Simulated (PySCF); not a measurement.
# Dy(53+), Ho(54+), Er(55+): ionisation energies with spin-orbit coupling

Aim: the ionisation energy of these ions from differences of total energies, at each level of theory, and how far each lands from the tabulated value where there is one.

Program: PySCF 2.14.0. Level of theory: two-component X2C-1e, generalised determinants. These are calculated values, not measurements, unless marked.

## Step 1: What is computed

* Elements: dysprosium (Z = 66), holmium (Z = 67), erbium (Z = 68)
* Basis: one for each species, given in its step
* Hamiltonian: two-component X2C-1e, Gaussian nucleus, no Breit or QED terms; spin-orbit coupling, run by run: off; screened by Boettger's factors
* Core shells frozen in the correlated runs: 1s2 (for Dy(53+))
* State 1: Dy(53+): [Ne] 3s2 3p1; 3p1/2 filled at m_j = +1/2
* State 2: Ho(54+): [Ne] 3s2 3p1; 3p1/2 filled at m_j = +1/2
* State 3: Er(55+): [Ne] 3s2 3p1; 3p1/2 filled at m_j = +1/2
* Needed too, but not shown: Dy(54+) [Ne] 3s2 (1S), Ho(55+) [Ne] 3s2 (1S), Er(56+) [Ne] 3s2 (1S)
* Methods: GHF, GMP2

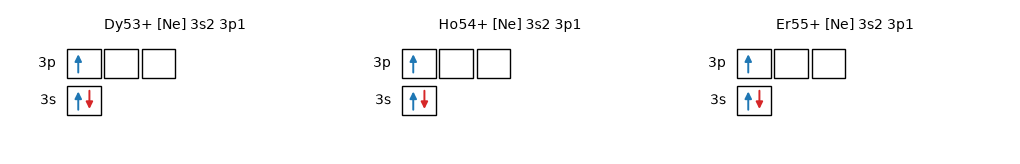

The shells outside the core, filled by Hund's rule for the drawing.

All steps ran in one process of a driver on top of PySCF, which takes the settings above as its task.

The integrals over 108 functions and the set-up took 0.36 s of CPU time.

## Step 2: Dy(53+): the ladder of methods

Basis: an uncontracted even-tempered set (18 s from 15 bohr⁻², ratio 2.4; 14 p from 19 bohr⁻², ratio 2.4; 4 d from 64 bohr⁻², ratio 2.6; 4 f from 96 bohr⁻², ratio 2.6).

GHF (spin-free):

The log of the run:

```text
cycle= 1 E= -9169.5720262191  delta_E= -9.17e+03  |FDS-SDF|= 0.148
cycle= 2 E= -9169.5841903440  delta_E= -0.0122  |FDS-SDF|= 0.00985
cycle= 3 E= -9169.5843450141  delta_E= -0.000155  |FDS-SDF|= 0.0012
cycle= 4 E= -9169.5843597688  delta_E= -1.48e-05  |FDS-SDF|= 0.000849
cycle= 5 E= -9169.5843725356  delta_E= -1.28e-05  |FDS-SDF|= 0.000844
cycle= 6 E= -9169.5846258253  delta_E= -0.000253  |FDS-SDF|= 0.000819
cycle= 7 E= -9169.5849973790  delta_E= -0.000372  |FDS-SDF|= 0.00111
cycle= 8 E= -9169.5857940492  delta_E= -0.000797  |FDS-SDF|= 0.0292
cycle= 9 E= -9169.5850987922  delta_E= 0.000695  |FDS-SDF|= 0.0525
cycle= 10 E= -9169.5852095785  delta_E= -0.000111  |FDS-SDF|= 0.0496
cycle= 11 E= -9169.5858329483  delta_E= -0.000623  |FDS-SDF|= 0.0292
cycle= 12 E= -9169.5861643046  delta_E= -0.000331  |FDS-SDF|= 0.00514
cycle= 13 E= -9169.5861752207  delta_E= -1.09e-05  |FDS-SDF|= 0.00141
cycle= 14 E= -9169.5861760287  delta_E= -8.08e-07  |FDS-SDF|= 7.03e-06
cycle= 15 E= -9169.5861760287  delta_E= -1.82e-11  |FDS-SDF|= 2.2e-07
```

It used 6.5 s of CPU time after the integrals (shared host).

Occupied spinors (without spin-orbit coupling the j labels only name the start):

| spinor shell | electrons | mean energy (eV) | weight of the nominal j | rms radius (bohr) |
| --- | --- | --- | --- | --- |
| 1s1/2 | 2 | -58060.1 | 1.000 | 0.0240 |
| 2s1/2 | 2 | -12904.6 | 1.000 | 0.0953 |
| 2p1/2 | 2 | -11903.6 | 0.718 | 0.0857 |
| 2p3/2 | 4 | -11895.1 | 0.859 | 0.0857 |
| 3s1/2 | 2 | -5197.1 | 1.000 | 0.228 |
| 3p1/2 | 1 | -4920.5 | 0.884 | 0.223 |

M_J = 1/2, ⟨J²⟩ = 1.097, ⟨L²⟩ = 2.002, ⟨S²⟩ = 0.751.

GMP2 (spin-free):

The driver printed no log here.

CPU time 1.1 s on a shared host, the integrals not counted.

With 11 electrons correlated and 54 very high virtual spinors dropped, the MP2 correlation energy is -0.49271 hartree. Largest pairs: 2p1/2-2p3/2 -0.1145, 2p3/2-2p3/2 -0.0890, 3s1/2-3s1/2 -0.0681, 2p3/2-2s1/2 -0.0430, 2p3/2-3s1/2 -0.0384.

GHF (screened spin-orbit):

The log of the run:

```text
cycle= 1 E= -9182.2857546406  delta_E= -9.18e+03  |FDS-SDF|= 0.403
cycle= 2 E= -9182.3046896635  delta_E= -0.0189  |FDS-SDF|= 0.0138
cycle= 3 E= -9182.3048821749  delta_E= -0.000193  |FDS-SDF|= 0.00119
cycle= 4 E= -9182.3048855990  delta_E= -3.42e-06  |FDS-SDF|= 0.000118
cycle= 5 E= -9182.3048856553  delta_E= -5.63e-08  |FDS-SDF|= 2.76e-05
cycle= 6 E= -9182.3048856586  delta_E= -3.26e-09  |FDS-SDF|= 6.92e-08
```

CPU time 3 s on a shared host, the integrals not counted.

Occupied spinors:

| spinor shell | electrons | mean energy (eV) | weight of the nominal j | rms radius (bohr) |
| --- | --- | --- | --- | --- |
| 1s1/2 | 2 | -58045.3 | 1.000 | 0.0240 |
| 2s1/2 | 2 | -12898.7 | 1.000 | 0.0954 |
| 2p1/2 | 2 | -12481.8 | 1.000 | 0.0814 |
| 2p3/2 | 4 | -11646.3 | 1.000 | 0.0877 |
| 3s1/2 | 2 | -5194.9 | 1.000 | 0.228 |
| 3p1/2 | 1 | -5071.5 | 1.000 | 0.216 |

M_J = 1/2, ⟨J²⟩ = 0.751, ⟨L²⟩ = 2.018, ⟨S²⟩ = 0.767.

GMP2 (screened spin-orbit):

No log was kept for this step.

It used 0.34 s of CPU time after the integrals (shared host).

With 11 electrons correlated and 54 very high virtual spinors dropped, the MP2 correlation energy is -0.48932 hartree. Largest pairs: 2p3/2-2p3/2 -0.0970, 2p1/2-2p3/2 -0.0968, 3s1/2-3s1/2 -0.0601, 2p3/2-2s1/2 -0.0426, 2p3/2-3s1/2 -0.0400.

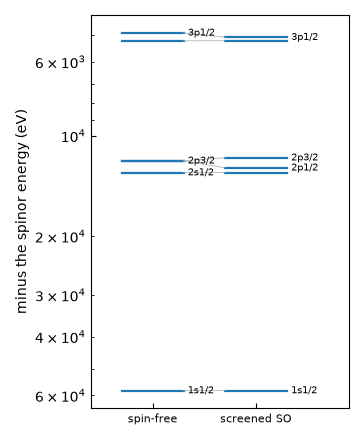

The highest 6 spinor levels of Dy(53+) on a logarithmic scale, without and with spin-orbit coupling.

## Step 3: Ho(54+)

Basis: an uncontracted even-tempered set (18 s from 15 bohr⁻², ratio 2.4; 14 p from 20 bohr⁻², ratio 2.4; 4 d from 66 bohr⁻², ratio 2.6; 4 f from 99 bohr⁻², ratio 2.6).

GHF (spin-free):

The log of the run:

```text
cycle= 1 E= -9478.0866550133  delta_E= -9.48e+03  |FDS-SDF|= 0.151
cycle= 2 E= -9478.0988570131  delta_E= -0.0122  |FDS-SDF|= 0.01
cycle= 3 E= -9478.0990086642  delta_E= -0.000152  |FDS-SDF|= 0.00121
cycle= 4 E= -9478.0990232853  delta_E= -1.46e-05  |FDS-SDF|= 0.000851
cycle= 5 E= -9478.0990359982  delta_E= -1.27e-05  |FDS-SDF|= 0.000846
cycle= 6 E= -9478.0992964819  delta_E= -0.00026  |FDS-SDF|= 0.000822
cycle= 7 E= -9478.0996429473  delta_E= -0.000346  |FDS-SDF|= 0.00108
cycle= 8 E= -9478.1004927523  delta_E= -0.00085  |FDS-SDF|= 0.0283
cycle= 9 E= -9478.0997418029  delta_E= 0.000751  |FDS-SDF|= 0.0543
cycle= 10 E= -9478.0998771995  delta_E= -0.000135  |FDS-SDF|= 0.0508
cycle= 11 E= -9478.1005224841  delta_E= -0.000645  |FDS-SDF|= 0.0292
cycle= 12 E= -9478.1008430470  delta_E= -0.000321  |FDS-SDF|= 0.00452
cycle= 13 E= -9478.1008512433  delta_E= -8.2e-06  |FDS-SDF|= 0.0013
cycle= 14 E= -9478.1008519079  delta_E= -6.65e-07  |FDS-SDF|= 7.3e-06
cycle= 15 E= -9478.1008519079  delta_E= -1.46e-11  |FDS-SDF|= 7.41e-08
```

It used 6.2 s of CPU time after the integrals (shared host).

Occupied spinors (without spin-orbit coupling the j labels only name the start):

| spinor shell | electrons | mean energy (eV) | weight of the nominal j | rms radius (bohr) |
| --- | --- | --- | --- | --- |
| 1s1/2 | 2 | -60031.1 | 1.000 | 0.0235 |
| 2s1/2 | 2 | -13379.5 | 1.000 | 0.0936 |
| 2p1/2 | 2 | -12326.9 | 0.718 | 0.0842 |
| 2p3/2 | 4 | -12318.2 | 0.859 | 0.0842 |
| 3s1/2 | 2 | -5392.7 | 1.000 | 0.224 |
| 3p1/2 | 1 | -5101.8 | 0.885 | 0.219 |

M_J = 1/2, ⟨J²⟩ = 1.097, ⟨L²⟩ = 2.002, ⟨S²⟩ = 0.751.

GMP2 (spin-free):

No log was kept for this step.

CPU time 1.1 s on a shared host, the integrals not counted.

With 11 electrons correlated and 54 very high virtual spinors dropped, the MP2 correlation energy is -0.49434 hartree. Largest pairs: 2p1/2-2p3/2 -0.1148, 2p3/2-2p3/2 -0.0893, 3s1/2-3s1/2 -0.0681, 2p3/2-2s1/2 -0.0432, 2p3/2-3s1/2 -0.0387.

GHF (screened spin-orbit):

The log of the run:

```text
cycle= 1 E= -9491.9438488490  delta_E= -9.49e+03  |FDS-SDF|= 0.422
cycle= 2 E= -9491.9631961172  delta_E= -0.0193  |FDS-SDF|= 0.0142
cycle= 3 E= -9491.9633862955  delta_E= -0.00019  |FDS-SDF|= 0.00121
cycle= 4 E= -9491.9633895690  delta_E= -3.27e-06  |FDS-SDF|= 0.000111
cycle= 5 E= -9491.9633896161  delta_E= -4.71e-08  |FDS-SDF|= 2.51e-05
cycle= 6 E= -9491.9633896186  delta_E= -2.54e-09  |FDS-SDF|= 6.03e-08
```

CPU time 3 s on a shared host, the integrals not counted.

Occupied spinors:

| spinor shell | electrons | mean energy (eV) | weight of the nominal j | rms radius (bohr) |
| --- | --- | --- | --- | --- |
| 1s1/2 | 2 | -60015.2 | 1.000 | 0.0235 |
| 2s1/2 | 2 | -13373.2 | 1.000 | 0.0936 |
| 2p1/2 | 2 | -12946.9 | 1.000 | 0.0798 |
| 2p3/2 | 4 | -12053.0 | 1.000 | 0.0862 |
| 3s1/2 | 2 | -5390.4 | 1.000 | 0.224 |
| 3p1/2 | 1 | -5264.1 | 1.000 | 0.212 |

M_J = 1/2, ⟨J²⟩ = 0.751, ⟨L²⟩ = 2.019, ⟨S²⟩ = 0.768.

GMP2 (screened spin-orbit):

No log was kept for this step.

CPU time 0.35 s on a shared host, the integrals not counted.

With 11 electrons correlated and 54 very high virtual spinors dropped, the MP2 correlation energy is -0.49090 hartree. Largest pairs: 2p3/2-2p3/2 -0.0972, 2p1/2-2p3/2 -0.0970, 3s1/2-3s1/2 -0.0599, 2p3/2-2s1/2 -0.0427, 2p3/2-3s1/2 -0.0403.

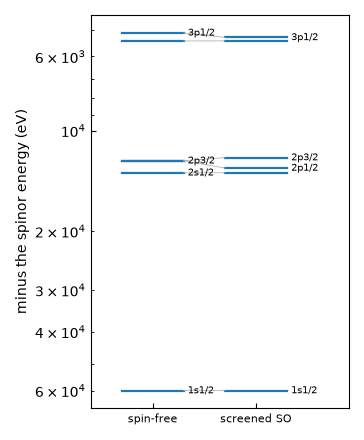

The highest 6 spinor levels of Ho(54+) on a logarithmic scale, without and with spin-orbit coupling.

## Step 4: Er(55+): the ladder of methods

Basis: an uncontracted even-tempered set (18 s from 16 bohr⁻², ratio 2.4; 14 p from 21 bohr⁻², ratio 2.4; 4 d from 68 bohr⁻², ratio 2.6; 4 f from 100 bohr⁻², ratio 2.6).

GHF (spin-free):

The log of the run:

```text
cycle= 1 E= -9792.6074250011  delta_E= -9.79e+03  |FDS-SDF|= 0.154
cycle= 2 E= -9792.6196655857  delta_E= -0.0122  |FDS-SDF|= 0.01
cycle= 3 E= -9792.6198141191  delta_E= -0.000149  |FDS-SDF|= 0.0012
cycle= 4 E= -9792.6198286108  delta_E= -1.45e-05  |FDS-SDF|= 0.000853
cycle= 5 E= -9792.6198412860  delta_E= -1.27e-05  |FDS-SDF|= 0.000849
cycle= 6 E= -9792.6201135287  delta_E= -0.000272  |FDS-SDF|= 0.000827
cycle= 7 E= -9792.6204305696  delta_E= -0.000317  |FDS-SDF|= 0.00104
cycle= 8 E= -9792.6213480373  delta_E= -0.000917  |FDS-SDF|= 0.0257
cycle= 9 E= -9792.6205065563  delta_E= 0.000841  |FDS-SDF|= 0.0566
cycle= 10 E= -9792.6206914055  delta_E= -0.000185  |FDS-SDF|= 0.0517
cycle= 11 E= -9792.6213540062  delta_E= -0.000663  |FDS-SDF|= 0.029
cycle= 12 E= -9792.6216626650  delta_E= -0.000309  |FDS-SDF|= 0.00384
cycle= 13 E= -9792.6216684968  delta_E= -5.83e-06  |FDS-SDF|= 0.00114
cycle= 14 E= -9792.6216689899  delta_E= -4.93e-07  |FDS-SDF|= 3.48e-05
cycle= 15 E= -9792.6216689903  delta_E= -4.75e-10  |FDS-SDF|= 9.75e-07
```

It used 6.3 s of CPU time after the integrals (shared host).

Occupied spinors (without spin-orbit coupling the j labels only name the start):

| spinor shell | electrons | mean energy (eV) | weight of the nominal j | rms radius (bohr) |
| --- | --- | --- | --- | --- |
| 1s1/2 | 2 | -62042.1 | 1.000 | 0.0231 |
| 2s1/2 | 2 | -13865.1 | 1.000 | 0.0919 |
| 2p1/2 | 2 | -12758.5 | 0.717 | 0.0827 |
| 2p3/2 | 4 | -12749.6 | 0.859 | 0.0828 |
| 3s1/2 | 2 | -5592.6 | 1.000 | 0.220 |
| 3p1/2 | 1 | -5286.7 | 0.885 | 0.215 |

M_J = 1/2, ⟨J²⟩ = 1.096, ⟨L²⟩ = 2.002, ⟨S²⟩ = 0.751.

GMP2 (spin-free):

No log was kept for this step.

CPU time 1.2 s on a shared host, the integrals not counted.

With 11 electrons correlated and 54 very high virtual spinors dropped, the MP2 correlation energy is -0.49598 hartree. Largest pairs: 2p1/2-2p3/2 -0.1151, 2p3/2-2p3/2 -0.0895, 3s1/2-3s1/2 -0.0679, 2p3/2-2s1/2 -0.0433, 2p3/2-3s1/2 -0.0389.

GHF (screened spin-orbit):

The log of the run:

```text
cycle= 1 E= -9807.6966142829  delta_E= -9.81e+03  |FDS-SDF|= 0.441
cycle= 2 E= -9807.7163906059  delta_E= -0.0198  |FDS-SDF|= 0.0144
cycle= 3 E= -9807.7165782806  delta_E= -0.000188  |FDS-SDF|= 0.00119
cycle= 4 E= -9807.7165814096  delta_E= -3.13e-06  |FDS-SDF|= 0.000105
cycle= 5 E= -9807.7165814492  delta_E= -3.96e-08  |FDS-SDF|= 2.29e-05
cycle= 6 E= -9807.7165814512  delta_E= -1.98e-09  |FDS-SDF|= 7.15e-08
```

It used 2.9 s of CPU time after the integrals (shared host).

Occupied spinors:

| spinor shell | electrons | mean energy (eV) | weight of the nominal j | rms radius (bohr) |
| --- | --- | --- | --- | --- |
| 1s1/2 | 2 | -62025.0 | 1.000 | 0.0231 |
| 2s1/2 | 2 | -13858.4 | 1.000 | 0.0919 |
| 2p1/2 | 2 | -13422.7 | 1.000 | 0.0783 |
| 2p3/2 | 4 | -12467.1 | 1.000 | 0.0848 |
| 3s1/2 | 2 | -5590.1 | 1.000 | 0.220 |
| 3p1/2 | 1 | -5461.0 | 1.000 | 0.208 |

M_J = 1/2, ⟨J²⟩ = 0.751, ⟨L²⟩ = 2.020, ⟨S²⟩ = 0.769.

GMP2 (screened spin-orbit):

No log was kept for this step.

CPU time 0.33 s on a shared host, the integrals not counted.

With 11 electrons correlated and 54 very high virtual spinors dropped, the MP2 correlation energy is -0.49250 hartree. Largest pairs: 2p3/2-2p3/2 -0.0974, 2p1/2-2p3/2 -0.0972, 3s1/2-3s1/2 -0.0596, 2p3/2-2s1/2 -0.0429, 2p3/2-3s1/2 -0.0406.

## Step 5: Differences of total energies

Ionisation energy: Dy(53+) [Ne] 3s2 3p1 [3p1/2^1, M_J = 1/2] → Dy(54+) [Ne] 3s2.

| method | value (eV) | less the reference (eV) |
| --- | --- | --- |
| GHF (spin-free) | 4919.9 | -146.1 |
| GMP2 (spin-free) | 4920.4 | -145.6 |
| GHF (screened spin-orbit) | 5070.9 | +4.9 |
| GMP2 (screened spin-orbit) | 5071.0 | +5.0 |

Reference: 5066 ± 5 eV (theoretical estimate listed by NIST; NIST Atomic Spectra Database, ionization energies). For this ion Breit and QED terms and the two-electron picture change, all absent here, are large against electron correlation. The spin-free rows have the spin-orbit operator switched off.

Ionisation energy: Ho(54+) [Ne] 3s2 3p1 [3p1/2^1, M_J = 1/2] → Ho(55+) [Ne] 3s2.

| method | value (eV) | less the reference (eV) |
| --- | --- | --- |
| GHF (spin-free) | 5101.2 | -156.8 |
| GMP2 (spin-free) | 5101.7 | -156.3 |
| GHF (screened spin-orbit) | 5263.5 | +5.5 |
| GMP2 (screened spin-orbit) | 5263.6 | +5.6 |

Reference: 5258 ± 5 eV (theoretical estimate listed by NIST; NIST Atomic Spectra Database, ionization energies). For this ion Breit and QED terms and the two-electron picture change, all absent here, are large against electron correlation. The spin-free rows have the spin-orbit operator switched off.

Ionisation energy: Er(55+) [Ne] 3s2 3p1 [3p1/2^1, M_J = 1/2] → Er(56+) [Ne] 3s2.

| method | value (eV) | less the reference (eV) |
| --- | --- | --- |
| GHF (spin-free) | 5286.1 | -168.9 |
| GMP2 (spin-free) | 5286.7 | -168.3 |
| GHF (screened spin-orbit) | 5460.4 | +5.4 |
| GMP2 (screened spin-orbit) | 5460.5 | +5.5 |

Reference: 5455 ± 5 eV (theoretical estimate listed by NIST; NIST Atomic Spectra Database, ionization energies). For this ion Breit and QED terms and the two-electron picture change, all absent here, are large against electron correlation. The spin-free rows have the spin-orbit operator switched off.

The differences also use runs on Dy(54+) [Ne] 3s2 (1S), Ho(55+) [Ne] 3s2 (1S), Er(56+) [Ne] 3s2 (1S), which are not shown here.

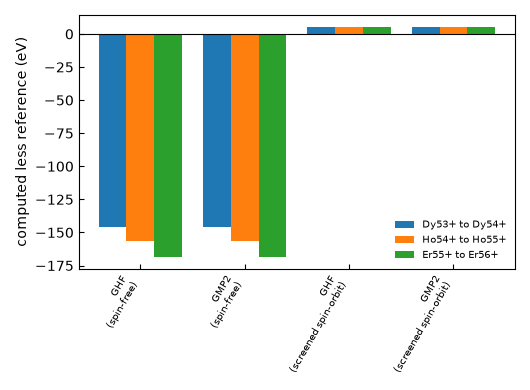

Computed less reference values by method, where the reference is not like for like or is itself uncertain.

## Step 6: Outcome

| quantity | value |
| --- | --- |
| ionisation energy, Dy(53+) | GHF (spin-free) 4919.9, GMP2 (screened spin-orbit) 5071.0 eV; reference 5066 ± 5 |
| ionisation energy, Ho(54+) | GHF (spin-free) 5101.2, GMP2 (screened spin-orbit) 5263.6 eV; reference 5258 ± 5 |
| ionisation energy, Er(55+) | GHF (spin-free) 5286.1, GMP2 (screened spin-orbit) 5460.5 eV; reference 5455 ± 5 |

In words: For the first difference the methods span 151.15 eV, from GHF (spin-free) (4919.9) to GMP2 (screened spin-orbit) (5071.0). The reference is uncertain or not like for like (spin-orbit coupling or other relativistic terms), so no ranking of close methods is drawn. Spin-orbit coupling moves the first difference by +150.649 eV at GMP2. The basis is finite, and no extrapolation was made.
